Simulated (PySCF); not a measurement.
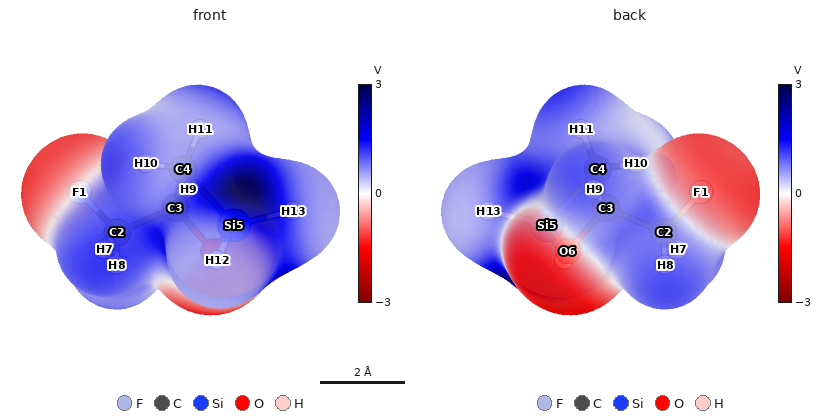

The picture shows: C3H7FOSi (SMILES FC[C@H]1C[SiH2]O1). The electrostatic potential painted on the density surface at 0.004 e/bohr³, seen from the front and from behind; red is negative and blue positive.

Geometry: GFN2-xTB.

These are results of PBE0/pcSseg-1, SCF density, gas phase, non-relativistic (PySCF 2.14.0), not measurements.

```xyz
13

F     2.3721    1.0444    0.2654
C     1.6450    0.0562   -0.3473
C     0.4192   -0.2919    0.4811
C    -0.6709    0.7855    0.4955
Si   -1.7088   -0.5372   -0.4054
O    -0.2836   -1.3581   -0.1630
H     1.3471    0.4299   -1.3321
H     2.2991   -0.8143   -0.4570
H     0.7306   -0.6192    1.4772
H    -0.3919    1.6817   -0.0498
H    -0.9779    1.0720    1.4962
H    -1.9765   -0.3184   -1.8214
H    -2.8079   -1.1299    0.3429
```

### Where is the surface potential most negative and most positive?

The most negative region (about −1.7 V) lies over O6, the most positive (about +2.9 V) over Si5. O6 is the likeliest acceptor of a hydrogen bond.
